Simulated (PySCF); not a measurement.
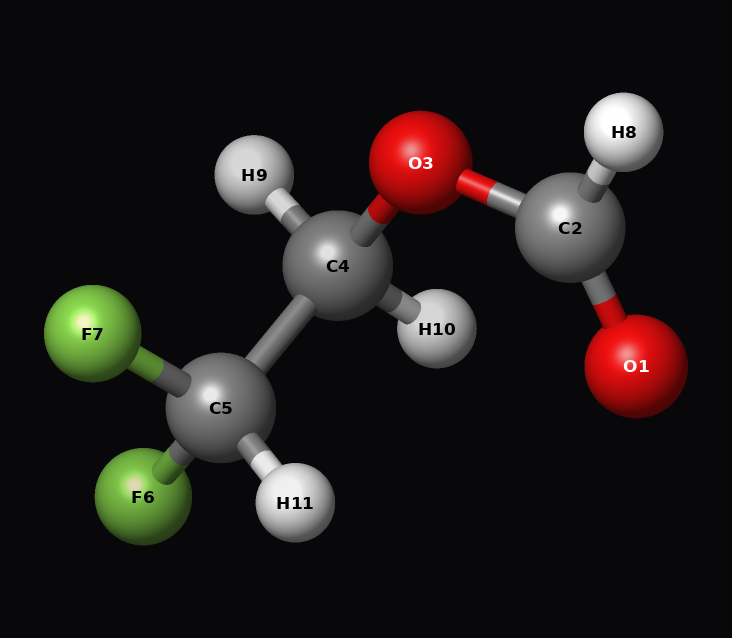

The geometry was computed by an optimisation with PBE0-D3(BJ)/def2-SVP. No frequency run is at hand to confirm it as a minimum. Electric field gradients from the ground-state density, PBE0/pcSseg-1 in tetrahydrofuran (IEF-PCM) (PySCF 2.14.0), non-relativistic apart from any core potentials.

Give the largest field-gradient component, the quadrupole coupling constant and the asymmetry for 17O at O1 (Q = −25.6 mb), 17O at O3 (Q = −25.6 mb).

| atom | V_zz (a.u.) | e²qQ/h (MHz) | η |
| --- | --- | --- | --- |
| O1 | −1.588 | 9.55 | 0.23 |
| O3 | 1.676 | −10.08 | 0.32 |
